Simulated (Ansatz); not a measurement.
A series of calculations on GeHClF2

### Relaxation

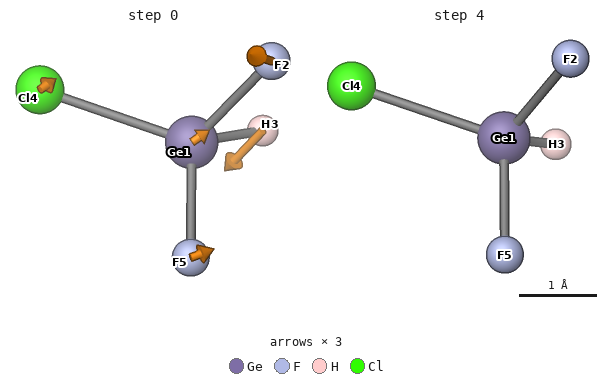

The structure of GeHClF₂ before (left) and after (right) a relaxation, at one scale. The orange arrows give the displacements, 3 times their true length.

The picture is a ball-and-stick view, seen from a free direction.

The run prepares an end point of a later path (reaction) calculation, from a guessed geometry.

Level of theory: Ansatz 0.2.0, RKS PBE0/def2-SVP. Settings: no spin polarisation; force threshold 0.03 eV/Å; at most 50 steps.

### Summarise the run.

H3 moves most after the best rigid fit: 0.30 Å. Largest moves by element: H 0.30 Å, F 0.28 Å, Cl 0.10 Å, Ge 0.10 Å. Among the contacts that change: Ge1–F2 1.692 → 1.719 Å, Ge1–Cl4 2.114 → 2.120 Å. Among the angles between lasting bonds that change: F2–Ge1–H3 85.3° → 110.5°, H3–Ge1–Cl4 122.3° → 114.0°, H3–Ge1–F5 117.5° → 110.5°. Over 4 geometry steps the energy falls by 41.8 kJ/mol. The largest force component goes from 1.8 to 0.018 eV/Å.

### Relaxation

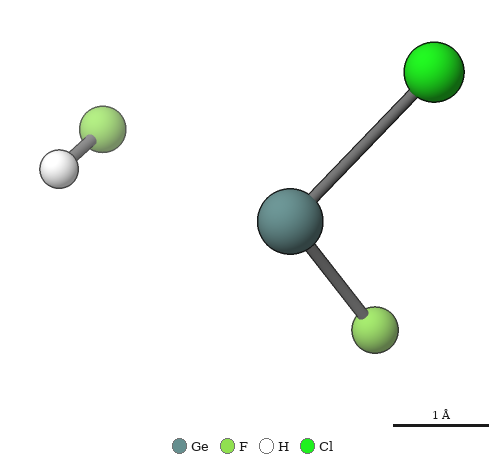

GeHClF₂, before the relaxation. A ball-and-stick model, seen at a tilt.

The run prepares an end point of a later path (reaction) calculation, from a guessed geometry.

Level of theory: Ansatz 0.2.0, RKS PBE0/def2-SVP.

The input:
```yaml
crystal:
  periodic: [false, false, false]
  atoms:
    - { symbol: Ge, position_ang: [-0.015104, 0.038505, -0.797255] }
    - { symbol: F, position_ang: [1.454539, 0.077972, 1.673059] }
    - { symbol: H, position_ang: [2.060972, -0.124285, 1.007049] }
    - { symbol: Cl, position_ang: [-1.412518, 1.717613, -0.690311] }
    - { symbol: F, position_ang: [-1.14879, -1.269205, -0.527742] }
basis:
  gaussian: { orbitals: def2-SVP }
hamiltonian:
  xc: pbe0
relax:
  f_tol: 0.03
  max_steps: 50
output:
  orbitals: {}
```

Launched with:
```bash
ansatz run input.yaml --threads 2 --pin off --max-ram 3072MiB --backend cpu --events-out ev --progress --plain --runs-dir out
```

What does the optimiser find from here?

H3 moves most after the best rigid fit: 1.27 Å. By element the largest moves are H 1.27 Å, F 1.04 Å, Ge 0.37 Å, Cl 0.36 Å. Some distances before and after: Ge1–F2 2.875 → 2.368 Å, Ge1–F5 1.752 → 1.816 Å, F2–H3 0.923 → 0.949 Å, Ge1–Cl4 2.187 → 2.192 Å. The energy falls by 38.2 kJ/mol in 22 accepted moves (27 points after the start). The largest force component goes from 0.18 to 0.016 eV/Å. The line search rejected the trial steps at points 1, 5, 11, 14, 19 of the run.

History of the run:

```csv
step,"E − E(0), kJ/mol","largest force component, eV/Å",note
0,0.00,0.1798,
1,6.56,2.7723,rejected
2,-2.18,0.5949,
3,-4.30,0.8301,
4,-6.40,1.2080,
5,-6.24,1.7776,rejected
6,-9.69,0.3838,
7,-10.67,0.2726,
8,-10.91,0.4474,
9,-11.60,0.4883,
10,-11.72,0.4694,
11,-7.58,1.8334,rejected
12,-12.68,0.0847,
13,-13.70,0.3796,
14,-9.36,2.2497,rejected
15,-14.89,0.2878,
16,-16.26,0.4681,
17,-18.77,0.4215,
18,-23.19,0.5160,
19,-22.63,2.2722,rejected
20,-26.75,0.5490,
21,-30.14,0.6313,
22,-33.87,0.8538,
23,-36.48,0.2420,
24,-37.25,0.2314,
25,-38.09,0.1151,
26,-38.12,0.1143,
27,-38.19,0.0159,
```

Final geometry:

```xyz
5

Ge    0.2005    0.1851   -1.0652
F     1.4433    0.2251    0.9495
H     0.8452   -0.4962    1.0989
Cl   -1.2481    1.6784   -0.3756
F    -0.3018   -1.1518    0.0572
```

After the run, drawn alike:

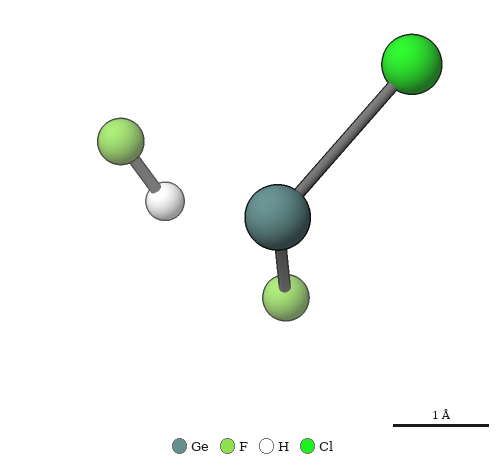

Limits of the set-up: the start holds two separate molecules, 2.8 Å apart at their closest, whose relative position is a soft coordinate and is computed without a dispersion correction.

### Path

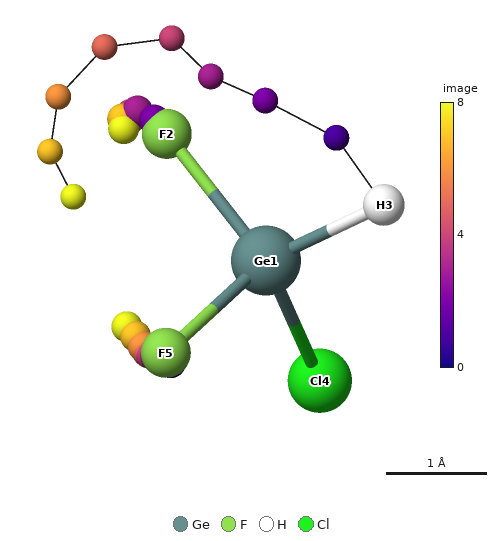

A search for the minimum-energy path of GeHClF2 by the nudged elastic band. Images are numbered from 0 (start) to 8 (end). The start is drawn whole; smaller spheres mark the moving atoms (F, H) in the later images, joined by lines and coloured by the number of the image. A ball-and-stick model, seen from a free direction.

Method: RKS PBE0/def2-SVP in Ansatz. Run with 7 movable images; climbing image; force threshold 0.05 eV/Å; iteration limit 42; starting path through a guess of the saddle point.

**What moves, how far, and at what cost in energy?**

Breaking: Ge1–F2 (1.72 → 1.95 at the top → 2.37 Å), Ge1–H3 (1.52 → 1.62 at the top → 2.36 Å). Forming: F2–H3 (2.66 → 1.34 at the top → 0.95 Å). The highest point, image 2, lies 235.4 kJ/mol above the start and 171.6 kJ/mol above the end; the end is at +63.8 kJ/mol relative to the start. The band is converged. At the top, the vibrational analysis gives one imaginary mode (1334i cm⁻¹), as a transition state must have.
